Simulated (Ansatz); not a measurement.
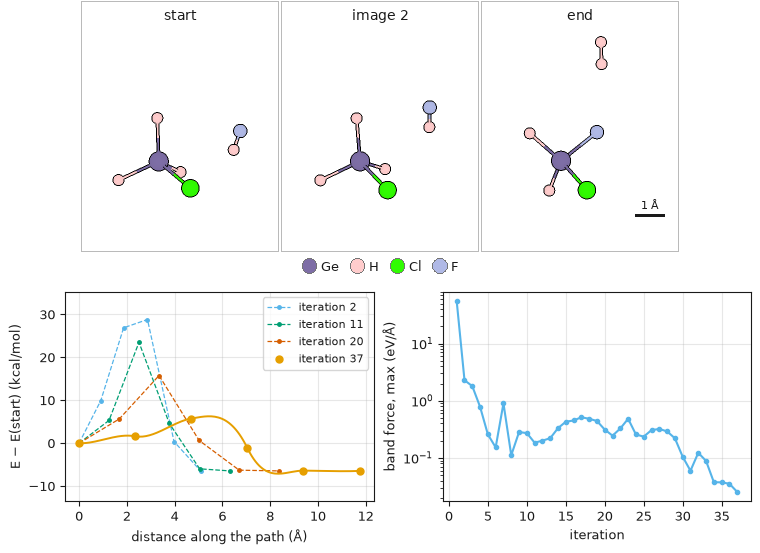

NEB run on GeH4ClF. Images are numbered from 0 (start) to 5 (end). The plot follows the band through its iterations. A ball-and-stick model, seen from a free direction.

Theory: RKS PBE/def2-SVP (Ansatz 0.2.0). Run with 4 movable images; no climbing image; force threshold 0.03 eV/Å; iteration limit 60; starting path through a guess of the saddle point.

> Judge this run.

The run is converged, with reservations. The band converged in 37 iterations. The largest component of the band force went from 55 to 0.025 eV/Å. No image climbed, so the highest image needn't lie on the saddle point, and the true maximum along this path can be higher. The first iteration put the highest image at 140.9 kcal/mol. Forward barrier 5.8 kcal/mol, backward barrier 12.2 kcal/mol, with image 2 at the top; the reaction energy is −6.4 kcal/mol.
